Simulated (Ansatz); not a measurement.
K···SiH$_{4}$ (SMILES [K+].[SiH4]) (charge +1)

| atom | x (Å) | y (Å) | z (Å) |
| --- | --- | --- | --- |
| K | -0.0887 | -0.1236 | -3.2436 |
| Si | 0.0189 | 0.0263 | 0.6915 |
| H | -0.0708 | -1.1939 | -0.1727 |
| H | 1.2764 | -0.0123 | 1.4650 |
| H | -1.1955 | 0.1262 | 1.5260 |
| H | 0.0597 | 1.1774 | -0.2663 |

Geometry: PBE0-D4/def2-TZVP.

Theory: RKS PBE0-D4/def2-TZVPPD (Ansatz).

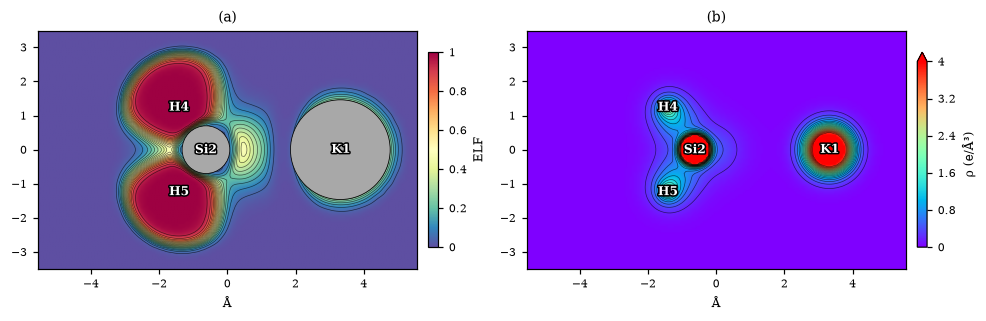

Figure 1. (a) ELF; (b) electron density on the plane of atoms H4, Si2 and H5. Grey discs cover the atomic cores in the ELF map.

Q: Read the bonding off the picture.

A: Atoms in the plane: K, Si and H. K1···Si2 (3.94 Å): the density falls to about 0.02 e/Å³ on the way; the ELF dips to about 0 between them. Si–H (1.48 Å): ρ is about 0.83 e/Å³ halfway; the ELF climbs to about 1 towards the hydrogen, as it does in any bond to H.

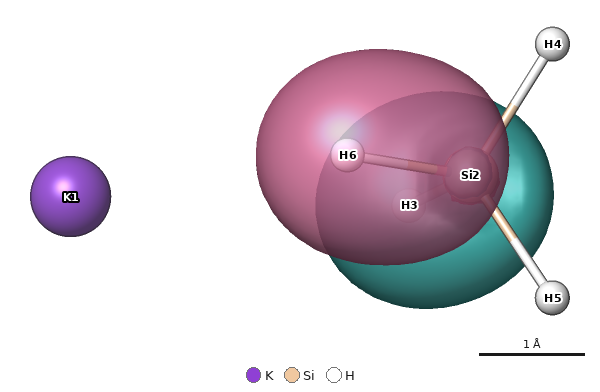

Figure 2. The HOMO−1 at ±0.15 Å⁻³ᐟ² (teal and pink are the two phases), seen at a tilt.

Q: What is the character of this orbital?

A: It lies mainly on Si2 (about 40 %), H3 (about 25 %) and H6 (about 25 %). Its energy is −13.59 eV.
